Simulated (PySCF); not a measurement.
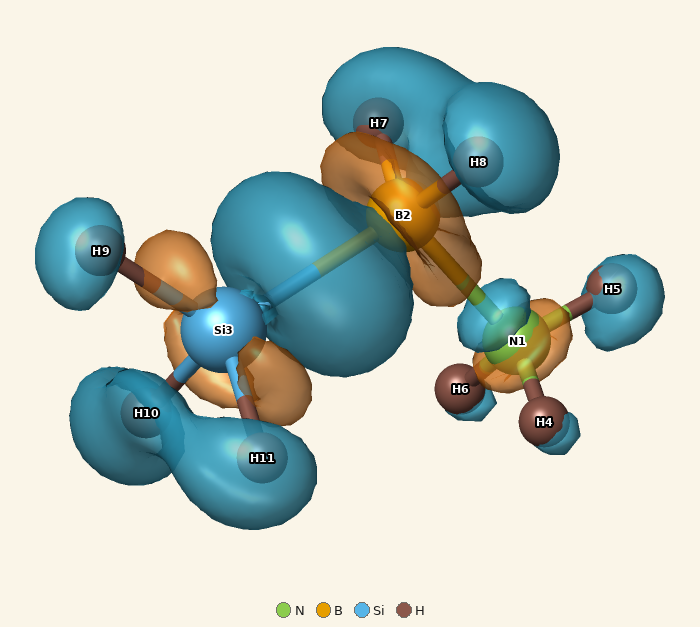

BH8NSi, SMILES `[NH3+][BH2-][SiH3]`. Fukui function f⁻ = ρ(N) − ρ(N−1) at fixed geometry, surfaces at ±0.03 e/Å³ (light blue positive, orange negative).

Method: BLYP/def2-SVP; geometry: GFN2-xTB; program: PySCF. No frequency check shows the geometry to be a minimum.

The calculation's input:

```python
import numpy as np
from pyscf import gto, scf, dft
from pyscf.scf import atom_ks, atom_hf
from scipy.linalg import block_diag

def solve(mol, dm0=None, hcore=None):
    mf = (dft.UKS if mol.spin else dft.RKS)(mol, xc='blyp')
    mf.grids.level = 3
    mf = mf.density_fit(auxbasis='def2-universal-jkfit')
    mf.conv_tol, mf.max_cycle = 1e-8, 80
    if hcore is not None:
        mf.get_hcore = lambda *args: hcore
    mf.kernel(dm0)
    if not mf.converged:
        mf = mf.newton().run(mf.mo_coeff, mf.mo_occ, max_cycle=30)
    assert mf.converged, 'SCF not converged'
    return mf

mol = gto.M(atom='''
N      1.69898    -0.36857     0.00000
B      0.54547     0.83014    -0.00004
Si    -1.19841    -0.09333     0.00002
H      1.57289    -0.94069     0.82805
H      2.62692     0.04290     0.00017
H      1.57277    -0.94047    -0.82853
H      0.77709     1.46861    -0.98382
H      0.77723     1.46835     0.98410
H     -2.43774     0.69451     0.00005
H     -1.36591    -1.02848    -1.14379
H     -1.36574    -1.02878     1.14373
''', basis='def2-svp', charge=0, spin=0, verbose=4)
mf = solve(mol)
out = dict(e0=mf.e_tot, dm0=mf.make_rdm1(), c=mf.mo_coeff, occ=mf.mo_occ, eps=mf.mo_energy)
for name, dq, spin in [('cation', 1, 1), ('anion', -1, 1)]:
    ion = mol.copy().set(charge=mol.charge + dq, spin=spin).build()
    mi = solve(ion)
    if spin and dq > 0 and mol.nao < 130:
        c, _, stable, _ = mi.stability(return_status=True)
        if not stable:
            mi = solve(ion, mi.make_rdm1(c, mi.mo_occ))
    print(name, 'vertical energy change / eV', (mi.e_tot - mf.e_tot) * 27.211386)
    out.update({'e_' + name: mi.e_tot, 'dm_' + name: mi.make_rdm1(), 's2_' + name: mi.spin_square()[0], 'eps_' + name: mi.mo_energy, 'occ_' + name: mi.mo_occ})
# spherically averaged free atoms, for the promolecule
atm = atom_ks.get_atm_nrks(mol, xc='blyp')
pro = block_diag(*[(atm[a[0]][2] * atm[a[0]][3]) @ atm[a[0]][2].T for a in mol._atom])
np.savez('result.npz', pro=pro, **out)
```

Run with:

```sh
OMP_NUM_THREADS=1 python input.py
```

The run took 3.9 min on 1 thread of AMD EPYC (Zen 3) (shared host), peak memory 0.51 GiB.

Partitions, critical points and surface values were worked out afterwards from this run's density.

Question: On which atoms does the density change most on removal of an electron?

Answer: f⁻ (Hirshfeld-condensed) is largest on Si3 (0.25) and B2 (0.18); the vertical ionisation energy is 9.03 eV. Condensed values hint at sites of electrophilic attack but needn't mark the atom that reacts. Orbital relaxation makes it negative in places (0.19 e in all).

| atom | f⁻ | charge |
| --- | --- | --- |
| N1 | +0.03 | −0.04 |
| B2 | +0.18 | −0.12 |
| Si3 | +0.25 | +0.19 |
| H4 | +0.03 | +0.16 |
| H5 | +0.04 | +0.16 |
| H6 | +0.03 | +0.16 |
| H7 | +0.10 | −0.10 |
| H8 | +0.10 | −0.10 |
| H9 | +0.07 | −0.09 |
| H10 | +0.09 | −0.12 |
| H11 | +0.09 | −0.12 |
